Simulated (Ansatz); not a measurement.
# Nudged elastic band of GaN2H5Cl (part 2 of 2)

GaN2H5Cl, multiplicity 2; UKS PBE/def2-SVP (Ansatz 0.2.0). It belongs to a series of runs on one base structure; here: band between the two ends.

Geometry of the input (Å):
```
Ga 0.0090  0.2612  0.8293
H  -0.0697  1.6368  1.5703
N  1.3019  0.1240  -0.6355
H  1.4764  -0.8032  -1.0469
H  1.3540  0.8346  -1.3778
N  -1.3328  -0.0629  -0.5619
H  -1.5258  0.6348  -1.2930
H  -1.3922  -1.0040  -0.9748
Cl 0.1792  -1.6213  1.9504
```

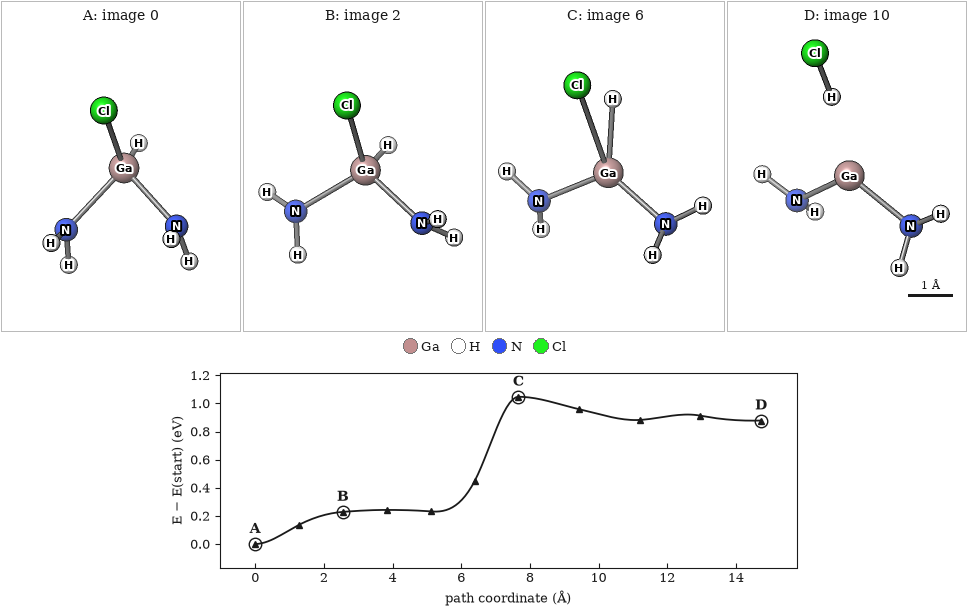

*Images of the last band (counted from 0; ball-and-stick, seen at a tilt) above the energy along the path; the line is a cubic interpolation that uses the forces.*

The highest image is number 6, 1.047 eV above the start and 0.169 eV above the end (the climbing image); the end lies 0.878 eV above the start. A further maximum stands at image 3, 0.243 eV from the start, so the path isn't one elementary step. A further maximum stands at image 9, 0.913 eV from the start, so the path isn't one elementary step. The path is 14.74 Å long. The band converged in 26 iterations.

```
Total energy: -67932.32230649 eV, -2496.4667985818 hartree
Atom 0 at     0.037137     0.252540     0.047595 Å, force    -0.000490     0.000897     0.000452 eV/Å
Atom 1 at     0.028892     0.182412     1.779345 Å, force    -0.000013     0.000297    -0.000541 eV/Å
Atom 2 at     1.584810     0.408888    -0.954846 Å, force    -0.000451    -0.000040     0.000585 eV/Å
Atom 3 at     2.445680     0.556901    -0.417454 Å, force     0.000542     0.000146    -0.000172 eV/Å
Atom 4 at     1.744743    -0.371407    -1.604365 Å, force     0.000254    -0.000383    -0.000579 eV/Å
Atom 5 at    -1.574079    -0.036492    -0.815058 Å, force    -0.000970    -0.000358    -0.000263 eV/Å
Atom 6 at    -2.392815    -0.207025    -0.222034 Å, force     0.000383    -0.000068     0.000093 eV/Å
Atom 7 at    -1.826327     0.629023    -1.554359 Å, force     0.000722     0.000080     0.000161 eV/Å
Atom 8 at    -0.048037    -1.414842     2.201175 Å, force     0.000023    -0.000570     0.000264 eV/Å
Dipole moment:    -0.038814     0.274849    -0.318152 e Å
this run last wrote the band of iteration 26 to [file]
```

### The last band as extended XYZ (Å, eV, eV/Å)
```
9
Properties=species:S:1:pos:R:3:forces:R:3 image=0 energy=-67933.36926
Ga    0.0090    0.2612    0.8293   -0.0033  -0.0152   0.0059
H    -0.0697    1.6368    1.5703   -0.0007  -0.0013  -0.0075
N     1.3019    0.1240   -0.6355    0.0022   0.0077  -0.0045
H     1.4764   -0.8032   -1.0469   -0.0006  -0.0027   0.0037
H     1.3540    0.8346   -1.3778    0.0003   0.0007   0.0009
N    -1.3328   -0.0629   -0.5619    0.0068   0.0057   0.0052
H    -1.5258    0.6348   -1.2930   -0.0032   0.0039  -0.0041
H    -1.3922   -1.0040   -0.9748    0.0011  -0.0040   0.0076
Cl    0.1792   -1.6213    1.9504   -0.0027   0.0051  -0.0072
9
Properties=species:S:1:pos:R:3:forces:R:3 image=1 energy=-67933.23235
Ga    0.0019    0.1911    0.6582   -0.0007   0.0136   0.0274
H    -0.1319    1.6392    1.2604   -0.0057   0.0046   0.0396
N     1.4083    0.0404   -0.6555   -0.0099   0.0115   0.0107
H     1.8555   -0.8485   -0.9105   -0.0386  -0.0052  -0.0331
H     1.7418    0.8015   -1.2579   -0.0230   0.0036  -0.0127
N    -1.5098   -0.1541   -0.5340    0.0124   0.0069   0.0047
H    -2.2119    0.5808   -0.6948    0.0320   0.0480  -0.0558
H    -1.4009   -0.7035   -1.3962    0.0265  -0.0706   0.0220
Cl    0.2470   -1.5468    1.9902    0.0070  -0.0124  -0.0028
9
Properties=species:S:1:pos:R:3:forces:R:3 image=2 energy=-67933.14056
Ga    0.0042    0.0454    0.4123   -0.0002  -0.0002   0.0023
H    -0.1250    1.5550    0.9536   -0.0020   0.0005   0.0043
N     1.5049   -0.0124   -0.7620   -0.0022   0.0012  -0.0002
H     2.2330   -0.7239   -0.6271   -0.0033  -0.0038  -0.0075
H     1.9321    0.8561   -1.1034   -0.0004   0.0040   0.0039
N    -1.6203   -0.2447   -0.5926   -0.0019  -0.0004   0.0017
H    -2.5065    0.0751   -0.1799   -0.0003   0.0103  -0.0003
H    -1.6356   -0.0456   -1.6020    0.0074  -0.0115  -0.0053
Cl    0.2133   -1.5050    1.9610    0.0028  -0.0002   0.0011
9
Properties=species:S:1:pos:R:3:forces:R:3 image=3 energy=-67933.12674
Ga    0.0044   -0.0124    0.2539    0.0021  -0.0017   0.0011
H    -0.0264    1.5217    0.7899   -0.0006   0.0001  -0.0001
N     1.6334   -0.0900   -0.7472    0.0016   0.0010   0.0018
H     2.4439   -0.4535   -0.2284   -0.0004   0.0004  -0.0016
H     1.9349    0.7345   -1.2825   -0.0005  -0.0007  -0.0004
N    -1.6381   -0.1740   -0.7124   -0.0045   0.0006  -0.0022
H    -2.4145   -0.5934   -0.1839    0.0013  -0.0001   0.0002
H    -1.9996    0.6368   -1.2311    0.0012   0.0003   0.0003
Cl    0.0620   -1.5698    1.8017   -0.0003   0.0001   0.0009
9
Properties=species:S:1:pos:R:3:forces:R:3 image=4 energy=-67933.13743
Ga    0.0155    0.0074    0.4066   -0.0016  -0.0001  -0.0011
H     0.1123    1.4568    1.0940   -0.0006  -0.0113   0.0136
N     1.6060   -0.1423   -0.6796    0.0008   0.0093  -0.0082
H     2.5154    0.0878   -0.2579   -0.0046   0.0135  -0.0027
H     1.5944    0.1900   -1.6534    0.0008  -0.0144  -0.0002
N    -1.5259    0.0178   -0.7216   -0.0021   0.0035   0.0020
H    -2.1642   -0.7874   -0.7025   -0.0035   0.0096   0.0098
H    -2.0756    0.8809   -0.8086    0.0107  -0.0059  -0.0176
Cl   -0.0779   -1.7110    1.7831   -0.0001  -0.0040   0.0044
9
Properties=species:S:1:pos:R:3:forces:R:3 image=5 energy=-67932.92275
Ga    0.0389   -0.0572    0.3737    0.0014  -0.1491   0.1592
H     0.0802    1.0024    1.5693    0.0180   0.4338  -0.1060
N     1.5850    0.0598   -0.7165    0.0022  -0.1890   0.1157
H     2.4184    0.5722   -0.4139   -0.0111  -0.0012   0.0005
H     1.5985   -0.1015   -1.7269   -0.0656   0.1061  -0.0468
N    -1.5377    0.0080   -0.6818    0.0251   0.0103   0.0640
H    -2.4058   -0.4143   -0.3380   -0.0104  -0.0969  -0.0647
H    -1.7437    0.7245   -1.3856    0.0450   0.0311   0.0633
Cl   -0.0337   -1.7939    1.7797   -0.0047  -0.1450  -0.1853
9
Properties=species:S:1:pos:R:3:forces:R:3 image=6 energy=-67932.32227
Ga    0.0371    0.2525    0.0476   -0.0005   0.0009   0.0005
H     0.0289    0.1824    1.7793    0.0000   0.0003  -0.0005
N     1.5848    0.4089   -0.9548   -0.0005   0.0000   0.0006
H     2.4457    0.5569   -0.4175    0.0005   0.0001  -0.0002
H     1.7447   -0.3714   -1.6044    0.0003  -0.0004  -0.0006
N    -1.5741   -0.0365   -0.8151   -0.0010  -0.0004  -0.0003
H    -2.3928   -0.2070   -0.2220    0.0004  -0.0001   0.0001
H    -1.8263    0.6290   -1.5544    0.0007   0.0001   0.0002
Cl   -0.0480   -1.4148    2.2012    0.0000  -0.0006   0.0003
9
Properties=species:S:1:pos:R:3:forces:R:3 image=7 energy=-67932.41028
Ga   -0.0349    0.3181   -0.0416    0.0018  -0.0133  -0.0058
H     0.0839   -0.1451    2.0412    0.0031  -0.0234   0.0158
N     1.5570    0.0279   -0.9927    0.0006   0.0075   0.0006
H     2.4114    0.1315   -0.4313   -0.0061  -0.0243  -0.0004
H     1.6679    0.6260   -1.8231   -0.0036   0.0381  -0.0127
N    -1.6384   -0.0017   -0.8831   -0.0025   0.0296  -0.0021
H    -2.5238    0.2711   -0.4524   -0.0031   0.0220  -0.0107
H    -1.7227   -0.0690   -1.9014    0.0029  -0.0439  -0.0099
Cl    0.1997   -1.1589    2.9443    0.0068   0.0077   0.0253
9
Properties=species:S:1:pos:R:3:forces:R:3 image=8 energy=-67932.48692
Ga   -0.3920    0.0248   -0.0576   -0.0016   0.0044  -0.0096
H     0.2794   -0.3773    2.1359   -0.0025   0.0042  -0.0003
N     1.3320   -0.0511   -0.7891    0.0097  -0.0034  -0.0078
H     2.0750   -0.2609   -0.1110    0.0051   0.0130   0.0184
H     1.6170    0.7814   -1.3231   -0.0034  -0.0063  -0.0137
N    -1.7454    0.3644   -1.3012   -0.0093  -0.0064   0.0102
H    -2.7113    0.3640   -0.9552    0.0019   0.0060   0.0071
H    -1.7090   -0.2100   -2.1540    0.0081  -0.0017   0.0024
Cl    1.2544   -0.6353    3.0153   -0.0081  -0.0098  -0.0068
9
Properties=species:S:1:pos:R:3:forces:R:3 image=9 energy=-67932.45673
Ga   -0.2082    0.4892   -0.1457    0.0096   0.0018   0.0000
H     0.2060    0.2056    2.0799   -0.0027   0.0063  -0.0009
N     1.4203    0.2074   -1.0760    0.0013   0.0076  -0.0092
H     1.8111   -0.7252   -0.8679   -0.0071  -0.0049  -0.0325
H     2.1531    0.8792   -0.8078    0.0155  -0.0028   0.0135
N    -1.7004   -0.1934   -1.0072   -0.0001  -0.0126   0.0076
H    -2.6379    0.0271   -0.6595    0.0052  -0.0141   0.0094
H    -1.6983   -0.2086   -2.0339    0.0007   0.0124   0.0055
Cl    0.6542   -0.6813    2.9782   -0.0223   0.0062   0.0066
9
Properties=species:S:1:pos:R:3:forces:R:3 image=10 energy=-67932.49113
Ga    0.0150    0.0897   -0.0991    0.0057   0.0061   0.0092
H     0.0495    0.1060    2.1255    0.0054   0.0017   0.0190
N     1.5193    0.3142   -1.1904   -0.0032  -0.0132   0.0089
H     1.7033   -0.4698   -1.8315    0.0020   0.0028  -0.0046
H     2.3989    0.5475   -0.7149   -0.0069   0.0034  -0.0021
N    -1.5522   -0.3358   -1.0262    0.0001   0.0036  -0.0067
H    -2.4006   -0.4731   -0.4651    0.0048   0.0016   0.0010
H    -1.7805    0.2973   -1.8047   -0.0050  -0.0046  -0.0018
Cl    0.0473   -0.0760    3.4664   -0.0030  -0.0015  -0.0227
```

### Summary

```csv
quantity,value
outcome,converged
"barrier, forward",1.047 eV
"barrier, backward",0.169 eV
wall time,8.1 min (CPU time 31 min)
peak memory,0.27 GiB
```

The order of the saddle point was not checked.
